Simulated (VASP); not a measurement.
# O on Cu(111): binding against coverage

Aim: adsorption energy and work function of O on Cu(111) from low coverage to a full layer.

Program: VASP 6.6.1. Level of theory: PBE; plane waves and PAW (Cu), in the first sound run; inputs show where later runs differ. Results are calculated unless marked as measured.

## Step 1: The starting structure

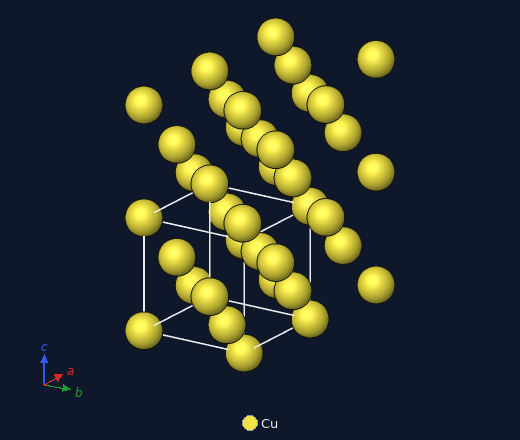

Start, viewed from a free direction; copper yellow. 2×1×2 cells are drawn. This picture shows the conventional cell, with its axes. Some periodic images of atoms are drawn too.

Structure file:

```cif
data_structure
_symmetry_space_group_name_H-M 'Fm-3m'
_symmetry_Int_Tables_number 225
_cell_length_a 3.6100
_cell_length_b 3.6100
_cell_length_c 3.6100
_cell_angle_alpha 90.000
_cell_angle_beta 90.000
_cell_angle_gamma 90.000
_cell_volume 47.05
loop_
_atom_site_label
_atom_site_type_symbol
_atom_site_symmetry_multiplicity
_atom_site_Wyckoff_symbol
_atom_site_fract_x
_atom_site_fract_y
_atom_site_fract_z
_atom_site_occupancy
Cu1 Cu 4 a 0.00000 0.00000 0.00000 1
```

## Step 2: The bulk reference, job relaxation, k-mesh 18×18×18

The bulk crystal is relaxed first, so that the slabs are cut at this functional's lattice.

INCAR

```
SYSTEM = Cu
PREC = Accurate
ENCUT = 570
EDIFF = 1E-06
NELM = 120
ISMEAR = 1
SIGMA = 0.15
LREAL = .FALSE.
ALGO = Normal
GGA = PE
NBANDS = 11
LASPH = .TRUE.
LORBIT = 11
LWAVE = .FALSE.
LCHARG = .FALSE.
KPAR = 8
IBRION = 2
NSW = 30
ISIF = 3
EDIFFG = -0.01
POTIM = 0.4
```

POSCAR

```
Cu
1.0
    0.0000000000      1.8050000000      1.8050000000
    1.8050000000      0.0000000000      1.8050000000
    1.8050000000      1.8050000000      0.0000000000
Cu
1
Direct
    0.0000000000      0.0000000000      0.0000000000
```

KPOINTS

```
Automatic mesh
0
Gamma
18 18 18
0 0 0
```

Potentials, in the order of the species: Cu (PBE family, release 64).

The run is started by

```sh
$ mpirun -np 8 vasp_std
```

Output:

```text
[banner, memory and clock lines left out]
running    8 mpi-ranks, on    1 nodes
 distrk:  each k-point on    1 cores,    8 groups
 distr:  one band on    1 cores,    1 groups

 POSCAR found type information on POSCAR Cu
 POSCAR found :  1 types and       1 ions
|                                                                             |
|           W    W    AA    RRRRR   N    N  II  N    N   GGGG   !!!           |
|           W    W   A  A   R    R  NN   N  II  NN   N  G    G  !!!           |
|           W    W  A    A  R    R  N N  N  II  N N  N  G       !!!           |
|           W WW W  AAAAAA  RRRRR   N  N N  II  N  N N  G  GGG   !            |
|           WW  WW  A    A  R   R   N   NN  II  N   NN  G    G                |
|           W    W  A    A  R    R  N    N  II  N    N   GGGG   !!!           |
|                                                                             |
|     For optimal performance we recommend to set                             |
|       NCORE = 2 up to number-of-cores-per-socket                            |
|     NCORE specifies how many cores store one orbital (NPAR=cpu/NCORE).      |
|     This setting can greatly improve the performance of VASP for DFT.       |
|     The default, NCORE=1 might be grossly inefficient on modern             |
|     multi-core architectures or massively parallel machines. Do your        |
|     Unfortunately you need to use the default for GW and RPA                |
|     calculations (for HF NCORE is supported but not extensively tested      |
|     yet).                                                                   |
|                                                                             |

 LDA part: xc-table for (Slater+PW92), standard interpolation
 POSCAR, INCAR and KPOINTS ok, starting setup
 FFT: planning ... GRIDC
 FFT: planning ... GRID_SOFT
 FFT: planning ... GRID
 WAVECAR not read
 entering main loop
       N       E                     dE             d eps       ncg     rms          rms(c)
DAV:   1     0.431256204823E+02    0.43126E+02   -0.58656E+03  4611   0.180E+03
DAV:   2    -0.345461055464E+01   -0.46580E+02   -0.43342E+02  4371   0.209E+02
DAV:   3    -0.462267532208E+01   -0.11681E+01   -0.11605E+01  4904   0.408E+01
DAV:   4    -0.463052345650E+01   -0.78481E-02   -0.78469E-02  4827   0.297E+00
DAV:   5    -0.463060253808E+01   -0.79082E-04   -0.79082E-04  4866   0.299E-01    0.767E+00
DAV:   6    -0.410345069017E+01    0.52715E+00   -0.15057E+01  4964   0.793E+01    0.389E+00
DAV:   7    -0.373854014428E+01    0.36491E+00   -0.23699E+00  4959   0.313E+01    0.572E-01
DAV:   8    -0.372781090967E+01    0.10729E-01   -0.50099E-03  4796   0.117E+00    0.313E-01
DAV:   9    -0.372610441186E+01    0.17065E-02   -0.11078E-02  5084   0.198E+00    0.337E-02
DAV:  10    -0.372610303861E+01    0.13732E-05   -0.63181E-05  6320   0.147E-01    0.668E-03
DAV:  11    -0.372610236626E+01    0.67235E-06   -0.37222E-07  3195   0.889E-03
   1 F= -.37261024E+01 E0= -.37261406E+01  d E =-.372610E+01
 curvature:   0.00 expect dE= 0.000E+00 dE for cont linesearch  0.000E+00
 trial: gam= 0.00000 g(F)=  0.309E-61 g(S)=  0.631E-02 ort = 0.000E+00 (trialstep = 0.100E+01)
 search vector abs. value=  0.631E-02
 bond charge predicted
       N       E                     dE             d eps       ncg     rms          rms(c)
DAV:   1    -0.389897788055E+01   -0.17287E+00   -0.29772E+00  5004   0.403E+01    0.334E+00
DAV:   2    -0.378189622405E+01    0.11708E+00   -0.22042E+00  4926   0.292E+01    0.131E+00
DAV:   3    -0.373349170054E+01    0.48405E-01   -0.36452E-01  4925   0.123E+01    0.526E-01
DAV:   4    -0.372849363960E+01    0.49981E-02   -0.12294E-02  6312   0.154E+00    0.741E-02
DAV:   5    -0.372841491832E+01    0.78721E-04   -0.53107E-04  4950   0.464E-01    0.170E-02
DAV:   6    -0.372841367036E+01    0.12480E-05   -0.97856E-06  5290   0.478E-02    0.229E-03
DAV:   7    -0.372841402022E+01   -0.34987E-06   -0.37302E-07  2471   0.110E-02
   2 F= -.37284140E+01 E0= -.37284783E+01  d E =-.231165E-02
 trial-energy change:   -0.002312  1 .order   -0.002430   -0.006308    0.001448
 step:   0.7986(harm=  0.8133)  dis= 0.00000  next Energy=    -3.728561 (dE=-0.246E-02)
 bond charge predicted
       N       E                     dE             d eps       ncg     rms          rms(c)
DAV:   1    -0.373570425315E+01   -0.72906E-02   -0.11974E-01  5007   0.779E+00    0.706E-01
DAV:   2    -0.373130469890E+01    0.43996E-02   -0.10531E-01  4917   0.638E+00    0.307E-01
DAV:   3    -0.372874359249E+01    0.25611E-02   -0.17618E-02  4905   0.268E+00    0.967E-02
DAV:   4    -0.372855938038E+01    0.18421E-03   -0.20402E-04  5239   0.143E-01    0.184E-03
DAV:   5    -0.372855907517E+01    0.30521E-06   -0.24424E-06  3712   0.252E-02
   3 F= -.37285591E+01 E0= -.37286183E+01  d E =-.245671E-02
 curvature:  -0.40 expect dE=-0.241E-08 dE for cont linesearch -0.241E-08
 trial: gam= 0.00000 g(F)=  0.948E-62 g(S)=  0.596E-08 ort =-0.613E-05 (trialstep = 0.960E+00)
 search vector abs. value=  0.606E-08
 reached required accuracy - stopping structural energy minimisation
```

Wall time 10 s (8 MPI ranks of AMD EPYC 7R43, shared host); peak memory 0.91 GiB; 77 s of CPU time.

Lines that name or quote the potential files are left out of all logs, and their timing lines are given in words.

OUTCAR, selected parts (step 2):

```text
ion  position               nearest neighbor table
   1  0.000  0.000  0.000-

  LATTYP: Found a face centered cubic cell.
 ALAT       =     3.6100000000

 Subroutine GETGRP returns: Found 48 space group operations
 (whereof 48 operations were pure point group operations)

The static configuration has the point symmetry O_h .

 Found    195 irreducible k-points:

   k-points           NKPTS =    195   k-points in BZ     NKDIM =    195   number of bands    NBANDS=     11

   dimension x,y,z NGX =    20 NGY =   20 NGZ =   20
   dimension x,y,z NGXF=    40 NGYF=   40 NGZF=   40

   ENCUT  =  570.0 eV  41.89 Ry    6.47 a.u.   4.97  4.97  4.97*2*pi/ulx,y,z

   NELECT =      11.0000    total number of electrons

 k-points in reciprocal lattice and weights: Automatic mesh
   0.00000000  0.00000000  0.00000000       0.000
   0.05555556  0.00000000  0.00000000       0.001
   0.11111111  0.00000000  0.00000000       0.001
   0.16666667  0.00000000  0.00000000       0.001
   0.22222222  0.00000000  0.00000000       0.001
   0.27777778  0.00000000  0.00000000       0.001
   0.33333333  0.00000000  0.00000000       0.001
   0.38888889  0.00000000  0.00000000       0.001
   0.44444444  0.00000000  0.00000000       0.001
[...]
-0.27777778  0.44444444  0.22222222       0.004
  -0.27777778  0.50000000  0.22222222       0.002

 average (electrostatic) potential at core
       1 -63.8667

 E-fermi :   7.3470

 k-point     1 :       0.0000    0.0000    0.0000
  band No.  band energies     occupation
    ...
      2       4.4043      2.00000
      3       4.4043      2.00000
      4       4.4043      2.00000
      5       5.2047      2.00000
      6       5.2047      2.00000
      7      29.8272      0.00000
      8      32.3379      0.00000
      9      32.3379      0.00000
     10      32.3379      0.00000
     11      34.8181      0.00000

 k-point     2 :       0.0556    0.0000    0.0000
  band No.  band energies     occupation
    ...
      2       4.3811      2.00000
      3       4.4252      2.00000
      4       4.4252      2.00000
      5       5.1965      2.00000
      6       5.1965      2.00000
      7      29.1570      0.00000
      8      31.0115      0.00000
      9      31.9737      0.00000
     10      31.9737      0.00000
     11      35.3422      0.00000

 k-point     3 :       0.1111    0.0000    0.0000
  band No.  band energies     occupation
    ...
      2       4.3179      2.00000
      3       4.4793      2.00000
      4       4.4793      2.00000
      5       5.1796      2.00000
      6       5.1796      2.00000
      7      26.7018      0.00000
      8      30.4740      0.00000
      9      31.3076      0.00000
     10      31.3076      0.00000
     11      36.4380      0.00000

  Total       -0.0002268     -0.0002268     -0.0002268     -0.0000000      0.0000000      0.0000000
  in kB       -0.0302378     -0.0302378     -0.0302378     -0.0000000      0.0000000      0.0000000
  external PRESSURE =      -0.0302378 kB  Pullay stress =       0.0000000 kB

  energy-cutoff  :      570.00
  volume of cell :       12.02
      direct lattice vectors                 reciprocal lattice vectors
    -0.000000000  1.817985315  1.817985315    -0.275029724  0.275029724  0.275029724
     1.817985315 -0.000000000  1.817985315     0.275029724 -0.275029724  0.275029724
     1.817985315  1.817985315  0.000000000     0.275029724  0.275029724 -0.275029724

 POSITION                                       TOTAL-FORCE (eV/Angst)
 -----------------------------------------------------------------------------------
      0.00000      0.00000      0.00000         0.000000     -0.000000     -0.000000
 -----------------------------------------------------------------------------------
    total drift:                               -0.000000     -0.000000     -0.000000

  FREE ENERGIE OF THE ION-ELECTRON SYSTEM (eV)
  ---------------------------------------------------
  free  energy   TOTEN  =        -3.7285590752 eV

  energy  without entropy=       -3.7287368641  energy(sigma->0) =       -3.72861834

 reached required accuracy - stopping structural energy minimisation

 total charge
# of ion       s       p       d       tot
------------------------------------------
    1        0.442   0.368   9.173   9.984

[... 3 further parts left out ...]
```

CONTCAR:

```
Cu
   1.00000000000000
    -0.0000000000000000    1.8179853150578378    1.8179853150578378
     1.8179853150578378   -0.0000000000000000    1.8179853150578378
     1.8179853150578378    1.8179853150578378    0.0000000000000000
  Cu
     1
Direct
     0.0000000000000000    0.0000000000000000    0.0000000000000000
```

This run has no spin polarisation. Its electron count is odd, so without a moment it is a metal by construction. The run keeps the 48 symmetry operations of its start, so it cannot find a distortion of lower symmetry.

Step by step:

| step | energy less that of the first step (eV) | largest force (eV/Å) | pressure (GPa) | volume (Å³) |
| --- | --- | --- | --- | --- |
| 1 | 0.0000 | 0.0000 | 3.18 | 11.76 |
| 2 | -0.0023 | 0.0000 | -0.71 | 12.08 |
| 3 | -0.0025 | 0.0000 | 0.00 | 12.02 |

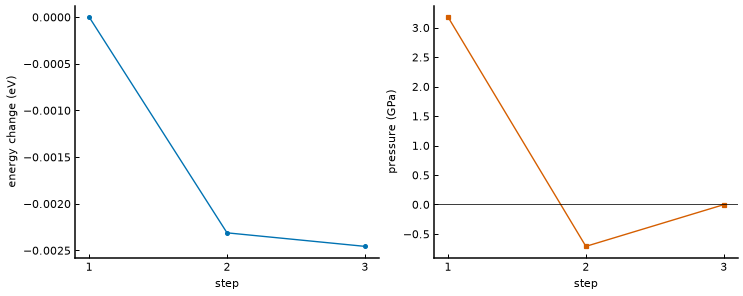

Energy and pressure along the relaxation.

| conventional cell, symmetrised | before | after | change |
| --- | --- | --- | --- |
| a (Å) | 3.610 | 3.636 | +0.7 % |
| b (Å) | 3.610 | 3.636 | +0.7 % |
| c (Å) | 3.610 | 3.636 | +0.7 % |
| volume (Å³/atom) | 11.76 | 12.02 | +2.2 % |

Final coordinates:

```
Cu
1.0
     0.00000    1.81799    1.81799
     1.81799    0.00000    1.81799
     1.81799    1.81799    0.00000
Cu
1
Direct
  0.00000 0.00000 0.00000
```

Numbers from this step:

| Property | Result |
| --- | --- |
| electronic cycles | 23 |
| electrons | 11 |
| free energy (TOTEN) | -3.729 eV |
| energy at zero smearing | -3.729 eV |
| Fermi energy | 7.347 eV |
| metallic | yes |

The run ended after 3 ionic steps, 0.002 eV below its first step, once forces and stress met EDIFFG = -0.01.

Energy at zero smearing: -3.72862 eV.

## Step 3: The bulk reference, job self-consistent run, k-mesh 22×22×22

INCAR

```
SYSTEM = Cu
PREC = Normal
ENCUT = 440
EDIFF = 1E-06
NELM = 120
ISMEAR = 1
SIGMA = 0.15
LREAL = .FALSE.
ALGO = Fast
GGA = PE
NBANDS = 11
LASPH = .TRUE.
LORBIT = 11
LWAVE = .FALSE.
LCHARG = .FALSE.
KPAR = 8
```

POSCAR

```
Cu
1.0
    0.0000000000      1.8179853151      1.8179853151
    1.8179853151      0.0000000000      1.8179853151
    1.8179853151      1.8179853151      0.0000000000
Cu
1
Direct
    0.0000000000      0.0000000000      0.0000000000
```

KPOINTS

```
Automatic mesh
0
Gamma
22 22 22
0 0 0
```

The run is started by

```sh
$ mpirun -np 8 vasp_std
```

Output:

```text
[banner, memory and clock lines left out]
running    8 mpi-ranks, on    1 nodes
[...]
[... a notice as in an earlier step ...]

 LDA part: xc-table for (Slater+PW92), standard interpolation
 POSCAR, INCAR and KPOINTS ok, starting setup
[...]
entering main loop
       N       E                     dE             d eps       ncg     rms          rms(c)
DAV:   1     0.381503560415E+02    0.38150E+02   -0.49739E+03  7858   0.147E+03
DAV:   2    -0.367711744179E+01   -0.41827E+02   -0.38827E+02  7333   0.190E+02
DAV:   3    -0.461620736888E+01   -0.93909E+00   -0.93113E+00  8301   0.358E+01
DAV:   4    -0.462225572306E+01   -0.60484E-02   -0.60475E-02  8033   0.249E+00
[...]
RMM:  11    -0.372830609691E+01   -0.93886E-05   -0.72979E-05  9603   0.115E-01    0.156E-02
RMM:  12    -0.372830649812E+01   -0.40122E-06   -0.18298E-05  9521   0.648E-02    0.414E-03
RMM:  13    -0.372830692054E+01   -0.42241E-06   -0.39243E-06  6963   0.212E-02
   1 F= -.37283069E+01 E0= -.37283665E+01  d E =0.178623E-03
```

Elapsed: 4.8 s, on 8 MPI ranks; peak memory 0.79 GiB.

From OUTCAR (step 3):

```text
  Total       -0.0524441     -0.0524441     -0.0524441      0.0000000      0.0000000      0.0000000
  in kB       -6.9920804     -6.9920804     -6.9920804      0.0000000      0.0000000      0.0000000
  external PRESSURE =      -6.9920804 kB  Pullay stress =       0.0000000 kB

 POSITION                                       TOTAL-FORCE (eV/Angst)
 -----------------------------------------------------------------------------------
      0.00000      0.00000      0.00000         0.000000      0.000000      0.000000
 -----------------------------------------------------------------------------------
    total drift:                               -0.000000     -0.000000      0.000000

  FREE ENERGIE OF THE ION-ELECTRON SYSTEM (eV)
  ---------------------------------------------------
  free  energy   TOTEN  =        -3.7283069205 eV

  energy  without entropy=       -3.7284855435  energy(sigma->0) =       -3.72836646

[... 3 further parts left out ...]
[key lines of the parts left out:]
E-fermi :   7.3580
```

This step gave:

```
electronic cycles       : 13
free energy (TOTEN)     : -3.728 eV
energy at zero smearing : -3.728 eV
Fermi energy            : 7.358 eV
```

Energy at zero smearing: -3.72837 eV.

The run ends at a pressure of -0.70 GPa.

[end of part 1 of 10]

[Lines on the potential files, build, host, timing and source positions are cut from VASP's logs without a mark.]

[Logs are printed without paths, hosts, clocks, repeated set-up lines and the standing remarks that a program may print on its own settings, such as how far it seeks lower states.]

[Hosts, paths, dates, database ids (printed as entryN), source tags and the programs' standing remarks are cut or masked in the printed files.]

[Runs that stopped without an error message from VASP are left out.]
